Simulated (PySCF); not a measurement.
# YF3(H2O): other functionals and bases at one geometry

How far do other levels of theory move the description of YF3(H2O), and what does each cost? It is a constructed species; whether it can be made isn't addressed.

Program: PySCF 2.14.0. Level of theory: several levels, as the steps say, no spin–orbit coupling. These are calculated values, not measurements.

1 further run of the same task is left out (for a known fault of the program).

### Step 1. The system as given

7 atoms, charge 0, spin multiplicity 1.

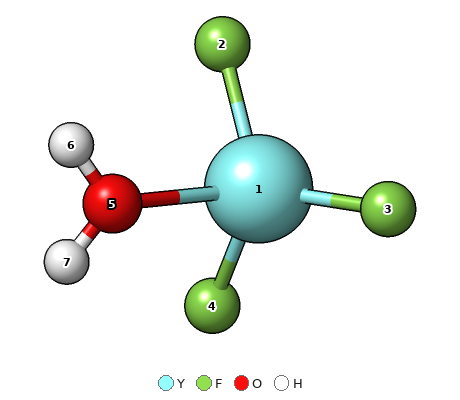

The geometry (yttrium teal, fluorine green, oxygen red, hydrogen white); atoms are numbered from 1 in the order of the file.

Geometry (Å):

```xyz
7

Y     0.0012   -0.1445    0.1445
F     0.8881    1.4338    1.0213
F    -1.1585   -1.3029    1.3029
F     0.8881   -1.0213   -1.4338
O    -1.3329    1.2489   -1.2489
H    -1.4031    2.2015   -1.1046
H    -1.4031    1.1046   -2.2015
```

Formal oxidation states: Y +3. An earlier session relaxed this geometry at PBE0, Y def2-SVP with ECP28, F def2-SVP, O def2-SVP, H def2-SVP (singlet, point group Cs).

At PBE0 on the finer grid: E = -413.906566 Eh, HOMO -9.61 eV, LUMO -1.15 eV, Mulliken charge on Y1 +1.10 e, largest force component 0.052 eV/Å. 

Levels to run: BP86; TPSS; PBE0, TZVP. Hardware: 2 threads of Arm Neoverse V2, shared host.

### Step 2. BP86

run.py (the lines that set the calculation) reads:

```python
mol = gto.M(atom='''
Y      0.00123    -0.14452     0.14452
F      0.88806     1.43382     1.02129
F     -1.15847    -1.30287     1.30287
F      0.88806    -1.02129    -1.43382
O     -1.33289     1.24887    -1.24887
H     -1.40309     2.20151    -1.10457
H     -1.40309     1.10457    -2.20151''',
    basis={'Y': 'def2-SVP', 'F': 'def2-SVP', 'O': 'def2-SVP', 'H': 'def2-SVP'},
    ecp={'Y': 'def2-SVP'},
    charge=0, spin=0)
mf = dft.RKS(mol, xc='B88,P86')
mf.grids.atom_grid = (75, 302)
mf = mf.density_fit()  # fitting sets: Y def2-universal-JKFIT, F def2-universal-JKFIT, O def2-universal-JKFIT, H def2-universal-JKFIT
mf.conv_tol = 1e-08; mf.max_cycle = 55
mf.kernel(dm0)  # dm0: the density of the relaxed state
```

Command:

```sh
OMP_NUM_THREADS=2 python run.py
```

Log:

```text
init E= -414.328857771993
  HOMO = -0.274406031945598  LUMO = -0.0659895511882347  gap/eV = 5.67130
cycle= 1 E= -414.327926852126  delta_E= 0.000931  |g|= 0.161  |ddm|= 0.296
  HOMO = -0.306114411307764  LUMO = -0.0615042966450972  gap/eV = 6.65618
cycle= 2 E= -414.306064674886  delta_E= 0.0219  |g|= 0.384  |ddm|= 0.395
  HOMO = -0.282081011581527  LUMO = -0.0639120488786524  gap/eV = 5.93668
cycle= 3 E= -414.333248841762  delta_E= -0.0272  |g|= 0.0182  |ddm|= 0.248
  HOMO = -0.283415456066727  LUMO = -0.0646669071851882  gap/eV = 5.95245
cycle= 4 E= -414.333344119493  delta_E= -9.53e-05  |g|= 0.00375  |ddm|= 0.0261
  HOMO = -0.283263102531484  LUMO = -0.064842821529389  gap/eV = 5.94352
cycle= 5 E= -414.333346185175  delta_E= -2.07e-06  |g|= 0.00177  |ddm|= 0.00328
  HOMO = -0.283209887236235  LUMO = -0.064796739221066  gap/eV = 5.94332
cycle= 6 E= -414.333346732778  delta_E= -5.48e-07  |g|= 0.000281  |ddm|= 0.00116
  HOMO = -0.283200254445217  LUMO = -0.0647923385809221  gap/eV = 5.94318
cycle= 7 E= -414.33334674299  delta_E= -1.02e-08  |g|= 0.000158  |ddm|= 0.000225
  HOMO = -0.283211598941209  LUMO = -0.0647896983912233  gap/eV = 5.94356
cycle= 8 E= -414.333346747444  delta_E= -4.45e-09  |g|= 2.48e-05  |ddm|= 9.8e-05
  HOMO = -0.283216557827454  LUMO = -0.0647887335267612  gap/eV = 5.94372
Extra cycle  E= -414.333346746936  delta_E= 5.08e-10  |g|= 5.89e-05  |ddm|= 5.54e-05
converged SCF energy = -414.333346746936
```

Run time: 4.5 s. Hardware: 2 threads of Arm Neoverse V2, shared host.

Result: E = -414.333347 Eh, HOMO -7.71 eV, LUMO -1.76 eV, Mulliken charge on Y1 +0.89 e, largest force component 0.547 eV/Å. 

### Step 3. TPSS

Changes to run.py (the lines that set the calculation) since step 2:

```diff
@@ -11,3 +11,3 @@
     charge=0, spin=0)
-mf = dft.RKS(mol, xc='B88,P86')
+mf = dft.RKS(mol, xc='TPSS')
 mf.grids.atom_grid = (75, 302)
```

Command:

```sh
OMP_NUM_THREADS=2 python run.py
```

Log:

```text
init E= -414.298241759778
  HOMO = -0.278189854817663  LUMO = -0.0638219398930069  gap/eV = 5.83325
cycle= 1 E= -414.298923843988  delta_E= -0.000682  |g|= 0.0899  |ddm|= 0.198
  HOMO = -0.296382326383535  LUMO = -0.0607413199619948  gap/eV = 6.41212
cycle= 2 E= -414.292356033905  delta_E= 0.00657  |g|= 0.211  |ddm|= 0.226
  HOMO = -0.282968256905904  LUMO = -0.0623051217258634  gap/eV = 6.00455
cycle= 3 E= -414.300677733754  delta_E= -0.00832  |g|= 0.0103  |ddm|= 0.138
  HOMO = -0.283783319876984  LUMO = -0.0627469662004465  gap/eV = 6.01471
cycle= 4 E= -414.300709367521  delta_E= -3.16e-05  |g|= 0.00138  |ddm|= 0.0151
  HOMO = -0.283621985514897  LUMO = -0.0628016105058258  gap/eV = 6.00883
cycle= 5 E= -414.300709603627  delta_E= -2.36e-07  |g|= 0.000832  |ddm|= 0.00125
  HOMO = -0.283608285744126  LUMO = -0.0627823973601132  gap/eV = 6.00898
cycle= 6 E= -414.300709725793  delta_E= -1.22e-07  |g|= 0.000118  |ddm|= 0.000535
  HOMO = -0.283599946245942  LUMO = -0.0627798126702785  gap/eV = 6.00882
cycle= 7 E= -414.300709727627  delta_E= -1.83e-09  |g|= 6.42e-05  |ddm|= 0.000108
  HOMO = -0.283613486399665  LUMO = -0.0627786313509873  gap/eV = 6.00922
Extra cycle  E= -414.300709724505  delta_E= 3.12e-09  |g|= 0.000147  |ddm|= 0.000133
converged SCF energy = -414.300709724505
```

It took 6.7 s on 2 threads of Arm Neoverse V2, shared host.

Read off: E = -414.300710 Eh, HOMO -7.72 eV, LUMO -1.71 eV, Mulliken charge on Y1 +0.96 e, largest force component 0.459 eV/Å. 

### Step 4. PBE0, TZVP

Basis: Y def2-TZVP with ECP28, F def2-TZVP, O def2-TZVP, H def2-TZVP. 

Changes to run.py (the lines that set the calculation) since step 3:

```diff
@@ -8,6 +8,6 @@
 H     -1.40309     1.10457    -2.20151''',
-    basis={'Y': 'def2-SVP', 'F': 'def2-SVP', 'O': 'def2-SVP', 'H': 'def2-SVP'},
-    ecp={'Y': 'def2-SVP'},
+    basis={'Y': 'def2-TZVP', 'F': 'def2-TZVP', 'O': 'def2-TZVP', 'H': 'def2-TZVP'},
+    ecp={'Y': 'def2-TZVP'},
     charge=0, spin=0)
-mf = dft.RKS(mol, xc='TPSS')
+mf = dft.RKS(mol, xc='PBE0')
 mf.grids.atom_grid = (75, 302)
@@ -15,2 +15,2 @@
 mf.conv_tol = 1e-08; mf.max_cycle = 55
-mf.kernel(dm0)  # dm0: the density of the relaxed state
+mf.kernel(dm0)  # dm0: free metal ions and neutral atoms
```

Command:

```sh
OMP_NUM_THREADS=2 python run.py
```

Log:

```text
init E= -419.199113368547
  HOMO = -0.355987213743202  LUMO = -0.0705006282178945  gap/eV = 7.76849
cycle= 1 E= -414.341878792903  delta_E= 4.86  |g|= 0.477  |ddm|=  1.8
  HOMO = -0.327437358347578  LUMO = -0.0691606451443789  gap/eV = 7.02807
cycle= 2 E= -414.358377916512  delta_E= -0.0165  |g|= 0.283  |ddm|= 0.433
  HOMO = -0.379732339615574  LUMO = -0.0508508811226407  gap/eV = 8.94932
cycle= 3 E= -414.361975178531  delta_E= -0.0036  |g|= 0.263  |ddm|= 0.24
  HOMO = -0.360203813059605  LUMO = -0.050983423957733  gap/eV = 8.41432
cycle= 4 E= -414.371942301639  delta_E= -0.00997  |g|= 0.0171  |ddm|= 0.109
  HOMO = -0.361806823365432  LUMO = -0.0513405691523464  gap/eV = 8.44822
cycle= 5 E= -414.371981155381  delta_E= -3.89e-05  |g|= 0.00473  |ddm|= 0.00794
  HOMO = -0.361686457491935  LUMO = -0.0512154948581805  gap/eV = 8.44835
cycle= 6 E= -414.371984606781  delta_E= -3.45e-06  |g|= 0.00101  |ddm|= 0.0024
  HOMO = -0.361703500631404  LUMO = -0.0512179686432444  gap/eV = 8.44874
cycle= 7 E= -414.371984775971  delta_E= -1.69e-07  |g|= 0.000111  |ddm|= 0.000471
  HOMO = -0.361698841082342  LUMO = -0.051216230851868  gap/eV = 8.44866
cycle= 8 E= -414.371984777683  delta_E= -1.71e-09  |g|= 6.93e-05  |ddm|= 9.49e-05
  HOMO = -0.36170573889332  LUMO = -0.0512151892029263  gap/eV = 8.44888
Extra cycle  E= -414.371984776156  delta_E= 1.53e-09  |g|= 0.000123  |ddm|= 7.99e-05
converged SCF energy = -414.371984776156
```

Wall time 11 s (2 threads of Arm Neoverse V2, shared host).

It gives: E = -414.371985 Eh, HOMO -9.84 eV, LUMO -1.39 eV, Mulliken charge on Y1 +1.51 e, largest force component 0.237 eV/Å. 

### Step 5. Results

| level | state | HOMO (eV) | gap (eV) | charge on Y1 (e) | dipole (D) | largest force (eV/Å) | basis functions | time |
| --- | --- | --- | --- | --- | --- | --- | --- | --- |
| PBE0 (relaxed here) | singlet | -9.61 | 8.46 | 1.10 | 5.97 | 0.05 | 97 | 12 s |
| BP86 | singlet | -7.71 | 5.94 | 0.89 | 5.86 | 0.55 | 97 | 4.5 s |
| TPSS | singlet | -7.72 | 6.01 | 0.96 | 5.87 | 0.46 | 97 | 6.7 s |
| PBE0, TZVP | singlet | -9.84 | 8.45 | 1.51 | 5.89 | 0.24 | 176 | 11 s |

Times are on 2 threads of Arm Neoverse V2, shared host; the first row also made further properties.

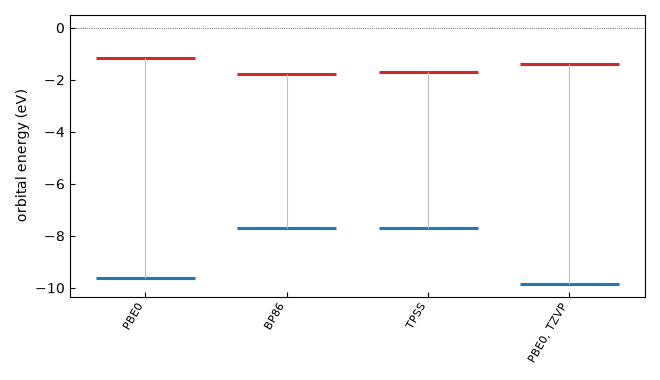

Highest filled and lowest empty level, method by method.

In one basis the HOMO–LUMO gap runs from 5.94 eV (BP86) to 8.46 eV (PBE0). The largest leftover force, 0.55 eV/Å with BP86, stands at a geometry relaxed at another level. The Mulliken charge on Y spans +0.89 to +1.51 e over the levels. Total energies of different levels can't be compared. Spin–orbit coupling is left out throughout.
